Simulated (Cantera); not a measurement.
Input: 1 mol HBr, 0.058 mol H₂, 0.43 mol N₂, at 7.50 Torr.

Cantera equilibrium calculation (NASA polynomials, part measured and part estimated; ideal gas, pure solids and liquids). Candidate condensed phases: Br₂; 23 gas species. Ions and electrons are included (thermal ionisation). Kinetics and transport are ignored.

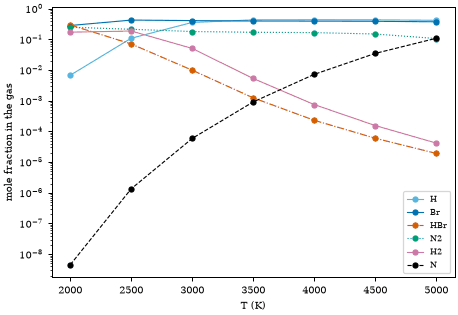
Figure: Equilibrium gas composition (values under 1e-9 drawn at 1e-9)

Q: Read off the mole fractions at 4000 K.

A: H about 0.44, Br about 0.39, N₂ about 0.16, N about 0.0072, H₂ about 0.00075, HBr about 0.00023.
